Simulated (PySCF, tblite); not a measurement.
# C4H11NSi: geometry, infrared bands and NMR shifts

Aim: predict the infrared bands and NMR shifts of C4H11NSi (`C[C@@H]1C[Si@@H](C)N1`).

Computed with tblite 0.8.0 and PySCF 2.14.0, with density-fitted response routines of our own, on a single molecule in the gas phase. Atoms count from 0, in the outputs and in this text.

**1. The starting structure**

17 atoms, charge 0, multiplicity 1; geometry from: force field or distance geometry start.

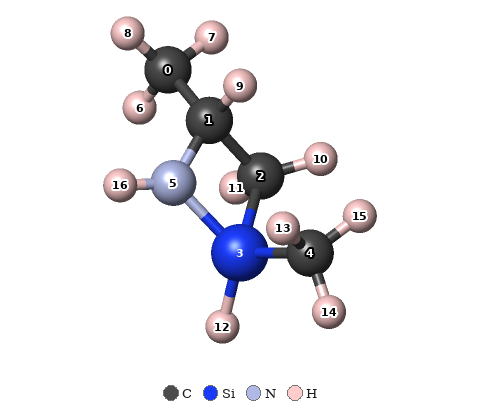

As it starts; carbon dark grey, silicon blue, nitrogen light blue, hydrogen pink, atoms numbered; sticks join atoms by distance.

**2. Geometry optimisation with GFN2-xTB**

What the job is given:

```
{"job": {"kind": "relax", "xc": "GFN2-xTB", "basis": "xTB"}, "charge": 0, "multiplicity": 1}
C      2.422400     0.096500     0.547800
C      0.938900     0.381200     0.418900
C      0.128200    -0.795400     0.968000
Si    -1.189600    -0.546200    -0.374800
C     -2.551500     0.579800     0.188900
N      0.289000     0.185100    -0.790700
H      2.599000    -0.880500     0.068100
H      2.642100    -0.026800     1.630800
H      2.997700     0.904800     0.073800
H      0.691200     1.343900     0.901800
H     -0.247000    -0.649300     1.992300
H      0.708000    -1.720800     0.839800
H     -1.620400    -1.767000    -1.035100
H     -2.426600     1.578400    -0.309800
H     -3.533000     0.139400    -0.076300
H     -2.490800     0.771200     1.288600
H      0.635300     0.417700    -1.692400
```

On the command line:

```console
$ OMP_NUM_THREADS=1 python probes_run.py task.json out
```

This one command runs all jobs of the session in turn.

Log:

```text
step      E/eV     max force
  0    -511.04625    4.261
  1    -511.39367    2.855
  2    -511.56833    1.385
  3    -511.66490    0.724
  4    -511.72173    0.544
  5    -511.74464    0.480
  6    -511.76326    0.337
  7    -511.77901    0.425
  8    -511.79358    0.364
  9    -511.80590    0.334
 10    -511.81735    0.387
 11    -511.83112    0.383
 12    -511.84705    0.414
 13    -511.86265    0.438
 14    -511.87658    0.306
 15    -511.88754    0.318
 16    -511.89898    0.281
 17    -511.90954    0.232
 18    -511.91573    0.156
 19    -511.91932    0.175
 20    -511.92204    0.239
 21    -511.92508    0.217
 22    -511.92795    0.143
 23    -511.93082    0.103
 24    -511.93240    0.135
 25    -511.93560    0.162
 26    -511.93855    0.130
 27    -511.94200    0.138
 28    -511.94578    0.172
 29    -511.95151    0.270
 30    -511.95979    0.376
 31    -511.96877    0.366
 32    -511.97515    0.218
 33    -511.97891    0.177
 34    -511.98212    0.138
 35    -511.98693    0.214
 36    -511.99290    0.255
 37    -511.99845    0.169
 38    -512.00244    0.139
 39    -512.00610    0.145
 40    -512.01084    0.263
 41    -512.01635    0.320
 42    -512.01964    0.243
 43    -512.02443    0.138
 44    -512.02748    0.126
 45    -512.03095    0.142
 46    -512.03435    0.183
 47    -512.03785    0.142
 48    -512.04047    0.125
 49    -512.04326    0.127
 50    -512.04687    0.145
 51    -512.05110    0.205
 52    -512.05477    0.204
 53    -512.05886    0.172
 54    -512.06222    0.105
 55    -512.06428    0.160
 56    -512.06645    0.110
 57    -512.06821    0.141
 58    -512.06959    0.101
 59    -512.07045    0.073
 60    -512.07109    0.061
 61    -512.07186    0.074
 62    -512.07290    0.109
 63    -512.07398    0.101
 64    -512.07483    0.072
 65    -512.07545    0.067
 66    -512.07617    0.082
 67    -512.07722    0.112
 68    -512.07856    0.120
 69    -512.07978    0.087
 70    -512.08073    0.087
 71    -512.08153    0.075
 72    -512.08225    0.074
 73    -512.08283    0.058
 74    -512.08318    0.045
 75    -512.08337    0.030
 76    -512.08349    0.026
 77    -512.08361    0.023
 78    -512.08377    0.028
 79    -512.08402    0.035
 80    -512.08428    0.030
 81    -512.08447    0.024
 82    -512.08458    0.024
 83    -512.08468    0.023
 84    -512.08484    0.035
 85    -512.08506    0.046
 86    -512.08532    0.050
 87    -512.08563    0.044
 88    -512.08603    0.051
 89    -512.08659    0.056
 90    -512.08729    0.055
 91    -512.08787    0.042
 92    -512.08815    0.033
 93    -512.08828    0.049
 94    -512.08847    0.029
 95    -512.08868    0.030
 96    -512.08892    0.030
 97    -512.08908    0.032
 98    -512.08930    0.033
 99    -512.08955    0.031
100    -512.08981    0.029
101    -512.08999    0.023
102    -512.09010    0.025
103    -512.09021    0.027
104    -512.09035    0.035
105    -512.09053    0.033
106    -512.09074    0.040
107    -512.09096    0.053
108    -512.09119    0.058
109    -512.09153    0.050
110    -512.09189    0.040
111    -512.09227    0.062
112    -512.09268    0.076
113    -512.09318    0.075
114    -512.09347    0.093
115    -512.09436    0.048
116    -512.09503    0.034
117    -512.09544    0.032
118    -512.09564    0.035
119    -512.09585    0.028
120    -512.09599    0.017
121    -512.09604    0.017
122    -512.09608    0.015
123    -512.09612    0.018
124    -512.09616    0.014
125    -512.09619    0.019
126    -512.09621    0.015
127    -512.09623    0.011
128    -512.09625    0.010
129    -512.09628    0.010
```

Wall time 1.3 s (1 thread of Arm Neoverse N1, shared host); peak memory 0.18 GiB.

Relaxation path: (not every step is listed)

| step | energy from step 0 (eV) | largest force (eV/Å) |
| --- | --- | --- |
| 0 | 0.0000 | 4.2607 |
| 1 | -0.3474 | 2.8547 |
| 2 | -0.5221 | 1.3846 |
| 3 | -0.6187 | 0.7243 |
| 4 | -0.6755 | 0.5436 |
| 5 | -0.6984 | 0.4798 |
| 6 | -0.7170 | 0.3371 |
| 7 | -0.7328 | 0.4254 |
| 8 | -0.7473 | 0.3638 |
| 19 | -0.8731 | 0.1748 |
| 30 | -0.9135 | 0.3756 |
| 41 | -0.9701 | 0.3196 |
| 52 | -1.0085 | 0.2035 |
| 63 | -1.0277 | 0.1007 |
| 74 | -1.0369 | 0.0447 |
| 85 | -1.0388 | 0.0458 |
| 96 | -1.0427 | 0.0297 |
| 107 | -1.0447 | 0.0534 |
| 118 | -1.0494 | 0.0349 |
| 124 | -1.0499 | 0.0137 |
| 125 | -1.0499 | 0.0186 |
| 126 | -1.0500 | 0.0148 |
| 127 | -1.0500 | 0.0111 |
| 128 | -1.0500 | 0.0102 |
| 129 | -1.0500 | 0.0096 |

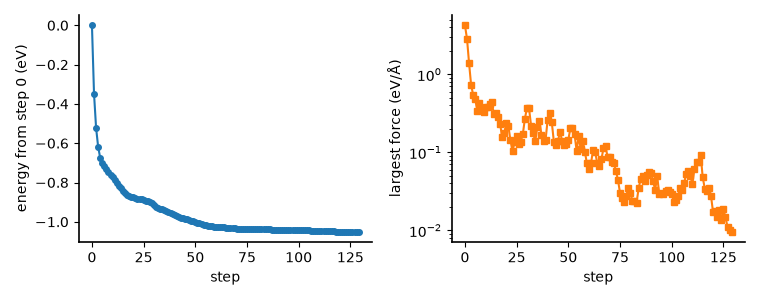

Energy and largest force along the relaxation.

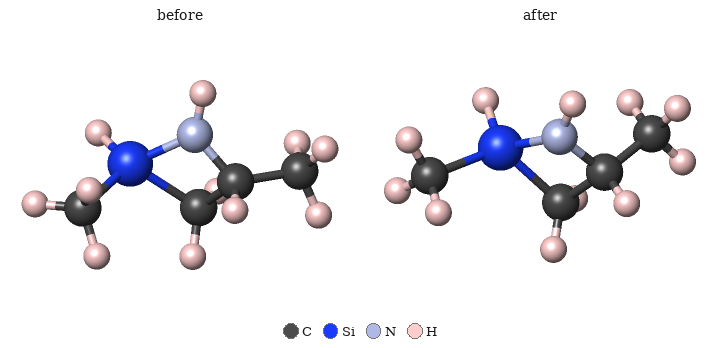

The geometry before (left) and after (right).

Close pairs (by a distance rule), those that changed most:

| bond | before (Å) | after (Å) | change (Å) |
| --- | --- | --- | --- |
| C1–N5 | 1.387 | 1.459 | +0.072 |
| C4–H13 | 1.123 | 1.085 | -0.038 |
| Si3–C4 | 1.855 | 1.892 | +0.037 |
| C4–H15 | 1.118 | 1.085 | -0.033 |
| C0–H7 | 1.112 | 1.087 | -0.024 |
| C4–H14 | 1.108 | 1.085 | -0.023 |
| Si3–H12 | 1.453 | 1.475 | +0.022 |
| Si3–N5 | 1.701 | 1.721 | +0.020 |

The end geometry stands in the next job.

**3. Harmonic vibrations with GFN2-xTB**

What the job is given:

```
{"job": {"kind": "ir", "xc": "GFN2-xTB", "basis": "xTB"}, "charge": 0, "multiplicity": 1}
C      2.377019    -0.251395     0.221676
C      1.096758     0.394347     0.727661
C      0.098409    -0.612883     1.318787
Si    -0.992927    -0.329955    -0.224310
C     -2.746871     0.362009    -0.073293
N      0.230524     0.874256    -0.343812
H      2.131352    -1.066209    -0.455780
H      2.958806    -0.643024     1.052810
H      2.985941     0.475549    -0.313056
H      1.351536     1.214012     1.411877
H     -0.316056    -0.284465     2.266663
H      0.520409    -1.603131     1.454199
H     -0.983676    -1.461046    -1.171421
H     -3.075940     0.766930    -1.024308
H     -3.444849    -0.419342     0.207211
H     -2.811144     1.153435     0.666155
H      0.613713     1.442942    -1.081508
```

Log:

```text
mode    cm-1     km/mol
  1      82.9      0.72
  2     105.8      0.02
  3     133.9      0.32
  4     196.5     11.21
  5     221.9      0.51
  6     353.9      1.30
  7     405.8     12.20
  8     461.2     68.58
  9     552.6     54.43
 10     563.7     57.42
 11     666.4     67.65
 12     724.6     10.06
 13     738.7     18.69
 14     786.7    131.49
 15     821.6    106.66
 16     835.5    118.31
 17     890.0     29.75
 18     934.6    117.27
 19     961.3     13.28
 20     988.6     24.00
 21    1083.6      4.20
 22    1112.6     13.92
 23    1160.6      5.09
 24    1174.4      5.72
 25    1231.7     78.89
 26    1291.7     23.04
 27    1332.4     50.26
 28    1371.1     13.55
 29    1399.4      6.05
 30    1474.4      1.42
 31    1484.2      0.21
 32    1492.7      0.02
 33    1494.7      1.33
 34    1500.2      0.67
 35    2146.3    400.03
 36    2877.2     95.19
 37    3017.5     40.80
 38    3027.1     22.17
 39    3031.2     27.74
 40    3033.1     58.99
 41    3037.1     41.33
 42    3049.1     22.10
 43    3052.8     49.34
 44    3056.3     25.65
 45    3455.0     14.51
```

Wall time 0.85 s (1 thread of Arm Neoverse N1, shared host); peak memory 0.18 GiB.

Which atoms move in the most intense modes:

| cm⁻¹ | km/mol | atoms |
| --- | --- | --- |
| 461 | 68.6 | H16 38 %, N5 29 % |
| 787 | 131.5 | Si3 20 %, C4 17 %, C2 10 %, H14 10 % |
| 822 | 106.7 | H14 27 %, H13 17 %, C4 16 %, H15 14 % |
| 836 | 118.3 | H15 32 %, H13 25 %, C4 15 % |
| 935 | 117.3 | N5 31 %, Si3 24 %, H16 13 % |
| 1232 | 78.9 | H9 27 %, C1 22 %, N5 14 %, H16 13 % |
| 2146 | 400.0 | H12 97 % |
| 2877 | 95.2 | H9 93 % |

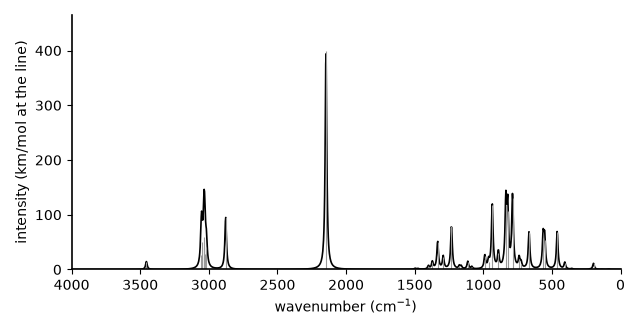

The infrared spectrum from these modes, unscaled. Lines are broadened to a width of 14 cm⁻¹ (Lorentzian).

**4. Nuclear shieldings: PBE0/pcSseg-1**

The job, as its differences from that of step 3:

```diff
@@ -1,2 +1,2 @@
-{"job": {"kind": "ir", "xc": "GFN2-xTB", "basis": "xTB"}, "charge": 0, "multiplicity": 1}
+{"job": {"kind": "nmr", "xc": "PBE0", "basis": "pcSseg-1"}, "charge": 0, "multiplicity": 1}
 C      2.377019    -0.251395     0.221676
```

Level: GIAO PBE0/pcSseg-1 NMR shielding, non-relativistic, gas phase.

Log:

```text
coarse grid: 13856 points
cycle   1  E = -502.7726045445  dE =  5.729e-01  |g| = 5.661e-01  |ddm| = 3.566e+00
cycle   2  E = -502.7295276220  dE =  4.308e-02  |g| = 7.120e-01  |ddm| = 1.220e+00
cycle   3  E = -502.8503387607  dE = -1.208e-01  |g| = 8.256e-02  |ddm| = 7.798e-01
cycle   4  E = -502.8517085750  dE = -1.370e-03  |g| = 2.754e-02  |ddm| = 1.001e-01
cycle   5  E = -502.8518805290  dE = -1.720e-04  |g| = 4.299e-03  |ddm| = 2.597e-02
cycle   6  E = -502.8518840666  dE = -3.538e-06  |g| = 1.856e-03  |ddm| = 5.259e-03
final grid: 126848 points
cycle   7  E = -502.8858983964  dE = -3.016e-05  |g| = 9.459e-03  |ddm| = 2.583e-02
cycle   8  E = -502.8858855963  dE =  1.280e-05  |g| = 1.190e-02  |ddm| = 1.988e-02
cycle   9  E = -502.8859213694  dE = -3.577e-05  |g| = 7.900e-04  |ddm| = 1.143e-02
cycle  10  E = -502.8859214972  dE = -1.278e-07  |g| = 2.687e-04  |ddm| = 9.237e-04
cycle  11  E = -502.8859215129  dE = -1.561e-08  |g| = 5.927e-05  |ddm| = 2.578e-04
cycle  12  E = -502.8859215135  dE = -6.132e-10  |g| = 2.626e-05  |ddm| = 8.237e-05
converged SCF energy = -502.8859215135

GIAO shielding tensors (ppm)
atom      isotropic    diamagn.    paramagn.     s11        s22        s33       span
  0 C      155.804     248.077     -92.273    139.439    145.985    181.987     42.548
  1 C      131.429     246.131    -114.701    117.361    121.731    155.197     37.836
  2 C      163.936     254.764     -90.828    139.119    158.369    194.320     55.201
  3 Si     347.194     880.360    -533.166    294.848    353.392    393.342     98.494
  4 C      183.742     254.101     -70.360    173.305    184.342    193.578     20.273
  5 N      208.379     324.599    -116.221    165.834    216.890    242.412     76.578
  6 H       30.516      30.820      -0.304     27.538     29.935     34.074      6.537
  7 H       30.438      29.279       1.159     26.451     27.839     37.024     10.573
  8 H       30.427      29.810       0.617     26.651     28.057     36.574      9.922
  9 H       27.655      31.352      -3.698     23.768     26.159     33.038      9.270
 10 H       29.880      32.183      -2.303     26.959     27.587     35.095      8.136
 11 H       30.845      32.397      -1.552     26.797     29.582     36.154      9.357
 12 H       25.794      29.982      -4.187     21.958     25.092     30.334      8.376
 13 H       31.250      29.954       1.296     27.415     28.620     37.715     10.300
 14 H       31.747      29.247       2.500     27.921     28.475     38.846     10.925
 15 H       31.253      31.128       0.125     26.959     29.405     37.397     10.438
 16 H       31.354      34.973      -3.619     23.859     28.620     41.582     17.723
```

Wall time 38 s (1 thread of Arm Neoverse N1, shared host); peak memory 0.74 GiB.

The references, computed at this level on geometries of the same kind, shield at (ppm): 1H TMS 31.72, 13C TMS 186.9, 29Si TMS 349.2, 15N NH3 267.7. Their shielding less the atom's gives the shift. The references are single molecules in the gas phase, so shifts against H2O, NH3, PH3, H3PO4 or CFCl3 are not on the usual liquid scales and can be off by tens of ppm. Atoms listed in one row are averaged.

| atoms | environment | σ (ppm) | δ (ppm) | δ scaled to CDCl3 |
| --- | --- | --- | --- | --- |
| C1 | sp3 CH bonded to N | 131.4 | 55.5 | 52.2 |
| C0 | methyl carbon | 155.8 | 31.1 | 28.5 |
| C2 | sp3 CH2 bonded to Si | 163.9 | 23.0 | 20.5 |
| C4 | methyl carbon bonded to Si | 183.7 | 3.2 | 1.2 |
| H12 | hydrogen on a silicon bonded to 2 C, N, in a 4-membered ring | 25.79 | 5.92 | – |
| H9 | hydrogen on an sp3 CH bonded to N | 27.66 | 4.06 | 3.93 |
| H10 | hydrogen on an sp3 CH2 bonded to Si | 29.88 | 1.84 | 1.84 |
| H6, H7, H8 | hydrogen on a methyl carbon | 30.46 | 1.26 | 1.29 |
| H11 | hydrogen on an sp3 CH2 bonded to Si | 30.84 | 0.87 | 0.93 |
| H16 | hydrogen on a nitrogen bonded to C, Si, in a 4-membered ring | 31.35 | 0.36 | – |
| H13, H14, H15 | hydrogen on a methyl carbon bonded to Si | 31.42 | 0.30 | 0.39 |
| Si3 | silicon bonded to 2 C, N, H, in a 4-membered ring | 347.2 | 2.0 | – |
| N5 | nitrogen bonded to C, Si, H, in a 4-membered ring | 208.4 | 59.4 | – |

The scaled column applies a straight-line fit of computed shieldings to shifts measured in CDCl3 (root-mean-square error 0.16 ppm for H, 1.9 ppm for C).

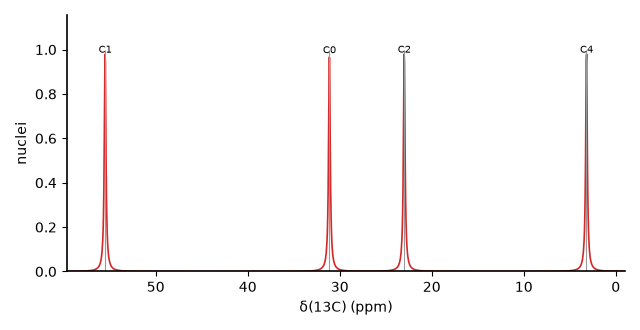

13C lines at the computed shifts, without couplings. Lines are broadened to a width of 0.21 ppm (Lorentzian).

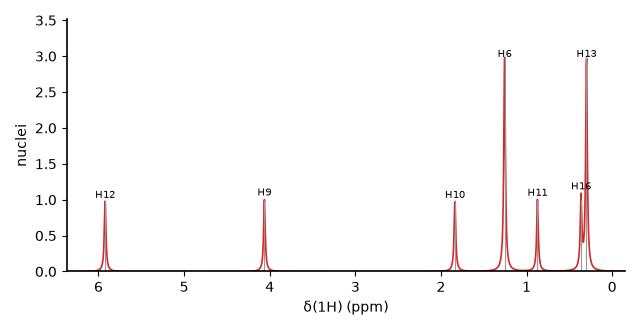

1H lines at the computed shifts, without couplings. Lines are broadened to a width of 0.02 ppm (Lorentzian).

The run also stored atomic charges by several schemes (e):

| atoms | Mulliken | IAO | Hirshfeld | ESP fit |
| --- | --- | --- | --- | --- |
| C0 | -0.20 | -0.43 | -0.13 | -0.66 |
| C1 | -0.11 | 0.03 | 0.02 | 0.72 |
| C2 | -0.48 | -0.56 | -0.17 | -0.87 |
| Si3 | 0.88 | 1.03 | 0.40 | 1.08 |
| C4 | -0.63 | -0.74 | -0.22 | -0.78 |
| N5 | -0.61 | -0.69 | -0.26 | -0.99 |

ESP fit charges:

C0 -0.66; C1 0.72; C2 -0.87; Si3 1.08; C4 -0.78; N5 -0.99; H6 0.16; H7 0.15; H8 0.15; H9 -0.04; H10 0.20; H11 0.20; H12 -0.24; H13 0.18; H14 0.16; H15 0.19; H16 0.38

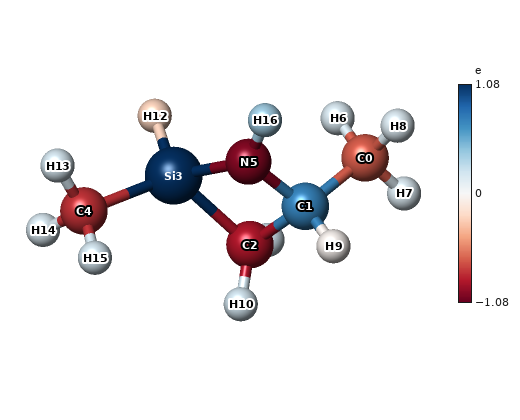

ESP fit charges, as colours on the atoms.

Mayer bond orders: C0–C1 1.02, C1–C2 0.97, C2–Si3 0.90, Si3–C4 0.95, Si3–N5 1.03, N5–C1 0.95.

Ring of atoms C1, C2, Si3, N5: NICS(0) -3.9, NICS(1) -0.9, NICS(1)zz 2.2 ppm (means of both faces).

**5. Outcome**

```
                                                              quantity                                         value
                             strongest single infrared mode (GFN2-xTB)                         2146 cm⁻¹, 400 km/mol
                                          zero-point energy (GFN2-xTB)                                 89.8 kcal/mol
                                13C shifts against TMS (PBE0/pcSseg-1)                     55.5, 31.1, 23.0, 3.2 ppm
1H shifts against TMS (PBE0/pcSseg-1, means over atoms taken as alike)  5.92, 4.06, 1.84, 1.26, 0.87, 0.36, 0.30 ppm
                               29Si shifts against TMS (PBE0/pcSseg-1)                                       2.0 ppm
                                15N shifts against NH3 (PBE0/pcSseg-1)                                      59.4 ppm
```

What this shows: The optimisation took 129 steps and gained 1.050 eV; among the close pairs (by a distance rule), C1–N5 changed most, from 1.387 to 1.459 Å. No mode is imaginary among the 45: a minimum at this level. The strongest single mode, at 2146 cm⁻¹, moves mainly H12. Unscaled tight-binding wavenumbers are off by several per cent, some by more. Its intensities can rank the bands wrongly. C1 (sp3 CH bonded to N) lies farthest downfield among carbon, at 55.5 ppm; pulled downfield by the heteroatom. At PBE0/pcSseg-1: The largest span, 98 ppm, is at Si3, where the paramagnetic term is -533 ppm.
